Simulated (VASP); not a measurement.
Band structure of Co (space group P6_3/mmc). Computed with LDA (Ceperley-Alder, Perdew-Zunger) with spin-orbit coupling, VASP's LDA PAW potentials (set 64) (plane waves; VASP).

The run has a spin-polarised start.

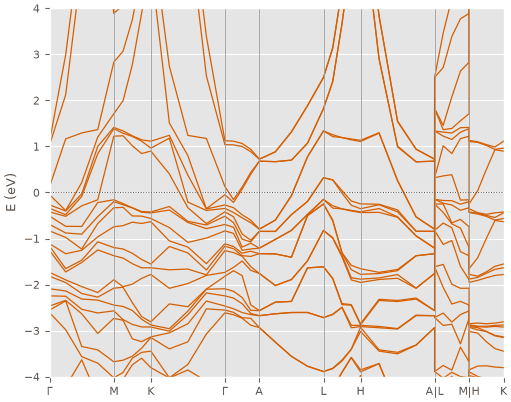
Bands along high-symmetry lines, zero at the valence-band maximum or, without a gap, the Fermi level

### Question
Read the plot: is there a gap, and where are the band edges?

### Answer
It has no gap at this level: it comes out as a metal or semimetal.

The structure comes from a computed database's Co entry (P6_3/mmc); how it stands against other phases isn't given here. It was relaxed first, which changed the volume by -7 %.
